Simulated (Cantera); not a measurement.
Input: 1 mol SiH4, 0.051 mol HCl, 4.8 mol N2, 0.014 mol Cl2, 0.84 mol HF, equilibrated at 0.260 bar.

These are equilibrium values from Cantera (NASA tables, ideal gas, pure condensed phases), not measurements of a reactor. Candidate condensed phases: NH4Cl, Si, Si3N4; 49 gas species. N2 is the only nitrogen source here; it is nearly inert below about 1500 K, so the nitride shown seldom forms there in practice. The tables' values for SiF3, SiF2 are old estimates; treat these amounts as uncertain. Equilibrium is a limit: real reactors are often held back by kinetics, nucleation or transport.

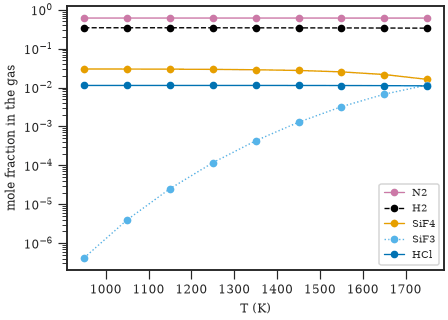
*Equilibrium gas composition (values under 1e-9 drawn at 1e-9)*

Question: Read off the mole fractions at 950 K.

Answer: N2 about 0.61, H2 about 0.35, SiF4 about 0.030, HCl about 0.011, SiF3 about 4.2e-7.
